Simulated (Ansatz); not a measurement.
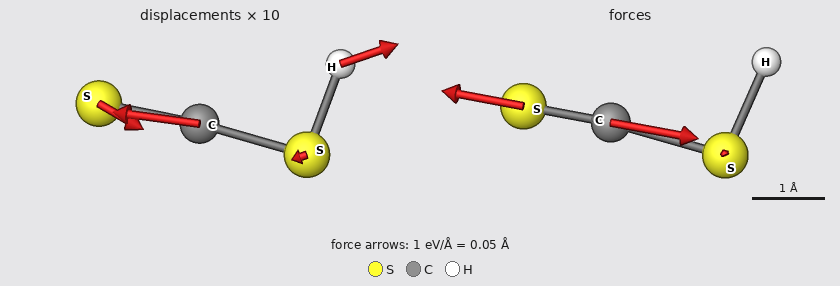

Left: CHS₂ (charge +1), with red arrows for the displacements applied to it. Right: the displaced structure with the computed forces. The picture is a ball-and-stick view, seen at a tilt.

All numbers below come from RHF-CCSD(T), frozen core/def2-TZVPP (Ansatz 0.2.0). 

### Where do the forces point?

All atoms are moved at random (σ = 0.09 Å) from the PBE0-D4/def2-TZVP minimum. The energy rises by 223.6 kJ/mol. The largest force is 26 eV/Å, on the C atom. The forces mostly point back along the displacements (cosine −0.84). At other levels of theory the same distortion costs 228.0 kJ/mol (RKS PBE-D4/def2-TZVPP), 221.0 kJ/mol (RKS r2SCAN-D4/def2-TZVPP), 212.3 kJ/mol (RKS PBE0-D4/def2-TZVPP), 201.9 kJ/mol (RKS wB97M-V/def2-TZVPP). Among the bonded contacts that change: C–S 1.498 → 1.294 Å, C–S 1.633 → 1.742 Å, H–S 1.359 → 1.431 Å. Among the angles between lasting bonds that change: C–S–H 93.6° → 97.2°.
